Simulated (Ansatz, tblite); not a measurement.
**n-GeGeSiH8 (SiGe₂H₈): spin-state energies by level**

Aim: set other spin states of n-GeGeSiH8 (SiGe₂H₈) against its singlet, on many levels of theory.

Computed with Ansatz 0.2.0, Gaussian basis. Level: as each input shows.

Levels to be run: triplet, at the geometry of the singlet (GFN1-xTB, GFN2-xTB, PBE0-D4/def2-TZVP, PBE-D4/def2-TZVP, r2SCAN-D4/def2-TZVP); the singlet's energies come from earlier runs.

## 1. The structure

The geometry is that of the singlet, from an earlier relaxation (PBE-D4/def2-SVP).

11 atoms, charge 0, spin multiplicity 1.

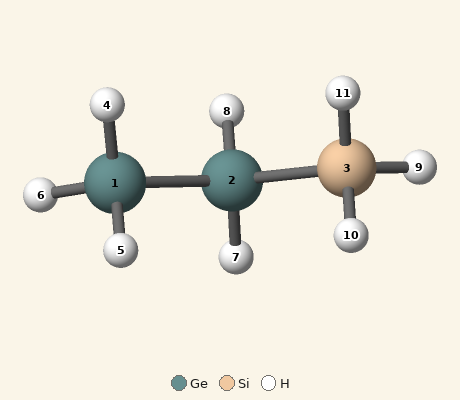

The structure; germanium teal, silicon light orange, hydrogen white; atoms are numbered from 1 in the order of the file.

## 2. Triplet at the fixed geometry, GFN1-xTB

Tight binding, by tblite at 300 K electronic temperature and without a spin-polarisation term:

```python
tblite.interface.Calculator('GFN1-xTB', numbers, positions, charge=0, uhf=2).singlepoint()
```

Energy -254.2830 eV; 0.007 s.

## 3. Triplet at the fixed geometry, GFN2-xTB

Tight binding, by tblite at 300 K electronic temperature and without a spin-polarisation term:

```python
tblite.interface.Calculator('GFN2-xTB', numbers, positions, charge=0, uhf=2).singlepoint()
```

Energy -257.8430 eV; 0.013 s.

## 4. Triplet at the fixed geometry, PBE0-D4/def2-TZVP

in.yaml

```yaml
crystal:
  periodic: [false, false, false]
  atoms:
    - {symbol: Ge, position_ang: [1.869297, -0.721525, 0.273106]}
    - {symbol: Ge, position_ang: [0.041964, 0.346137, -0.939526]}
    - {symbol: Si, position_ang: [-1.919849, 0.468649, 0.426183]}
    - {symbol: H, position_ang: [1.485064, -2.181696, 0.634930]}
    - {symbol: H, position_ang: [2.154112, 0.048970, 1.590607]}
    - {symbol: H, position_ang: [3.168492, -0.747814, -0.574958]}
    - {symbol: H, position_ang: [0.478656, 1.775530, -1.368927]}
    - {symbol: H, position_ang: [-0.260257, -0.459286, -2.234815]}
    - {symbol: H, position_ang: [-3.053219, 1.139589, -0.303491]}
    - {symbol: H, position_ang: [-1.615004, 1.251450, 1.676077]}
    - {symbol: H, position_ang: [-2.349256, -0.919994, 0.820816]}
basis:
  gaussian: {orbitals: def2-TZVP}
magnetization: {spin_polarized: true, initial_magnetization: 2}
hamiltonian: {xc: pbe0, dispersion: d4}
scf: {omitted_lower_state_checks: [starts]}
output: {orbitals: {seedname: orbitals}}
```

Started as:

```sh
$ ansatz run in.yaml --threads 4 --pin off --events-out ev --progress --plain --max-ram 3916MiB
```

Output:

```text
Functional definition: PBE0
  name "PBE0"
  cite "Adamo & Barone, J. Chem. Phys. 110, 6158 (1999) doi:10.1063/1.478522"
  cite "Perdew, Burke & Ernzerhof, Phys. Rev. Lett. 77, 3865 (1996) doi:10.1103/PhysRevLett.77.3865"
  parent pbe
  parameter a = 0.25
  parameter kappa = 0.804
  parameter beta = 0.06672455060314922
  exchange = (1 - a)*pbe_x(kappa = kappa, mu = beta*pi^2/3) + a*exact_x
  correlation = pbe_c(beta = beta)
these checks for a lower state are left out or cut short: starts
1422 factors; their error is unknown
mean field evaluation 1: about -121019.6597 eV, gradient 1.7e1 eV
mean field evaluation 2: about -121019.4444 eV, gradient 2.0e1 eV
mean field evaluation 4: about -121020.6374 eV, gradient 1.3e0 eV
mean field evaluation 8: about -121020.6480 eV, gradient 9.3e-2 eV
mean field evaluation 16: about -121021.2218 eV, gradient 3.0e-3 eV
mean field -121021.22177452 eV, -4447.4478690833 hartree, gradient 1.6e-5 eV, S^2 2.006390; 0 other end points of the search recorded, 0 dependent functions left out
reference -121021.22181471 eV, -4447.4478705600 hartree; 44, 42 occupied and 137, 139 virtual orbitals, 1422 factors
Total energy: -121021.42345503 eV, -4447.4552807052 hartree
Checks for a lower state left out: starts
```

Run time: 9.5 s. Hardware: 4 threads of Arm Neoverse V1, shared host; peak memory 0.77 GiB.

HOMO -2.26 eV, LUMO -6.05 eV (over both spins; with the spin held, an empty level of the minority spin lies below the top filled one); ⟨S²⟩ 2.006 (pure: 2.00).

## 5. Triplet at the fixed geometry, PBE-D4/def2-TZVP

start.molden holds the orbitals of an earlier run on this state, given as this run's starting guess.

Edit in.yaml of step 4 so:

```diff
@@ -15,5 +15,5 @@
 basis:
-  gaussian: {orbitals: def2-TZVP}
+  gaussian: {orbitals: def2-TZVP, initial_orbitals: start.molden}
 magnetization: {spin_polarized: true, initial_magnetization: 2}
-hamiltonian: {xc: pbe0, dispersion: d4}
+hamiltonian: {xc: pbe, dispersion: d4}
 scf: {omitted_lower_state_checks: [starts]}
```

The command is unchanged.

Output:

```text
Functional definition: PBE
  name "PBE"
  cite "Perdew, Burke & Ernzerhof, Phys. Rev. Lett. 77, 3865 (1996) doi:10.1103/PhysRevLett.77.3865"
  parent pbe
  parameter kappa = 0.804
  parameter beta = 0.06672455060314922
  exchange = pbe_x(kappa = kappa, mu = beta*pi^2/3)
  correlation = pbe_c(beta = beta)
these checks for a lower state are left out or cut short: starts
1320 factors; their error is unknown
mean field evaluation 1: about -121017.3387 eV, gradient 9.2e0 eV
mean field evaluation 2: about -121017.4926 eV, gradient 2.4e-1 eV
mean field evaluation 4: about -121017.4642 eV, gradient 3.5e-2 eV
mean field evaluation 8: about -121017.4642 eV, gradient 1.3e-5 eV
mean field -121017.46419393 eV, -4447.3097805434 hartree, gradient 1.3e-5 eV, S^2 2.004505; 0 other end points of the search recorded, 0 dependent functions left out
reference -121017.46424732 eV, -4447.3097825056 hartree; 44, 42 occupied and 137, 139 virtual orbitals, 1320 factors
Total energy: -121017.69796148 eV, -4447.3183713426 hartree
Checks for a lower state left out: starts
```

Wall time 4.7 s (4 threads of Arm Neoverse V1, shared host).

Report: HOMO -1.66 eV, LUMO -6.78 eV (over both spins; with the spin held, an empty level of the minority spin lies below the top filled one); ⟨S²⟩ 2.005 (pure: 2.00).

## 6. Triplet at the fixed geometry, r2SCAN-D4/def2-TZVP

Edit in.yaml of step 5 so:

```diff
@@ -17,3 +17,3 @@
 magnetization: {spin_polarized: true, initial_magnetization: 2}
-hamiltonian: {xc: pbe, dispersion: d4}
+hamiltonian: {xc: r2scan, dispersion: d4}
 scf: {omitted_lower_state_checks: [starts]}
```

Same command.

Output:

```text
Functional definition: r2SCAN
  name "r2SCAN"
  cite "Furness, Kaplan, Ning, Perdew & Sun, J. Phys. Chem. Lett. 11, 8208 (2020) doi:10.1021/acs.jpclett.0c02405"
  cite "Furness, Kaplan, Ning, Perdew & Sun, J. Phys. Chem. Lett. 11, 9248 (2020) doi:10.1021/acs.jpclett.0c03077"
  parent r2scan
  parameter k0 = 0.174
  parameter k1 = 0.065
  parameter a1 = 4.9479
  exchange = r2scan_x(k0 = k0, k1 = k1, a1 = a1)
  correlation = r2scan_c
these checks for a lower state are left out or cut short: starts
1320 factors; their error is unknown
mean field evaluation 1: about -121037.7002 eV, gradient 6.4e0 eV
mean field evaluation 2: about -121037.7613 eV, gradient 1.1e-1 eV
mean field evaluation 4: about -121037.7383 eV, gradient 1.2e-2 eV
mean field evaluation 8: about -121037.7383 eV, gradient 6.1e-5 eV
mean field -121037.73832556 eV, -4448.0548411387 hartree, gradient 7.5e-6 eV, S^2 2.008233; 0 other end points of the search recorded, 0 dependent functions left out
reference -121037.73834417 eV, -4448.0548418226 hartree; 44, 42 occupied and 137, 139 virtual orbitals, 1320 factors
Total energy: -121037.79499518 eV, -4448.0569237087 hartree
Checks for a lower state left out: starts
```

It took 12 s on 4 threads of Arm Neoverse V1, shared host.

HOMO -1.71 eV, LUMO -6.69 eV (over both spins; with the spin held, an empty level of the minority spin lies below the top filled one); ⟨S²⟩ 2.008 (pure: 2.00).

## 7. Triplet less singlet, vertical

The singlet's energies are those of its earlier runs, whose logs aren't repeated here.

```
              level  triplet less singlet, vertical (eV)     time
           GFN1-xTB                               +4.119  0.014 s
           GFN2-xTB                               +4.789  0.018 s
   PBE-D4/def2-TZVP                               +5.497    7.1 s
r2SCAN-D4/def2-TZVP                               +5.690     15 s
  PBE0-D4/def2-TZVP                               +5.773     13 s
```

Times add the two runs; a level without a time comes out of a correlated run. Tight binding without a spin term can't rank spin states.

## 8. Summary of results

| quantity | value |
| --- | --- |
| triplet less singlet, vertical, functionals in def2-TZVP | +5.497 (PBE-D4) to +5.773 eV (PBE0-D4) |

All functionals put the triplet above the singlet, over a spread of 0.276 eV. The checks for a lower triplet were left out, so another state of that spin may lie lower. These are electronic energies, without zero-point motion, entropy or surroundings.
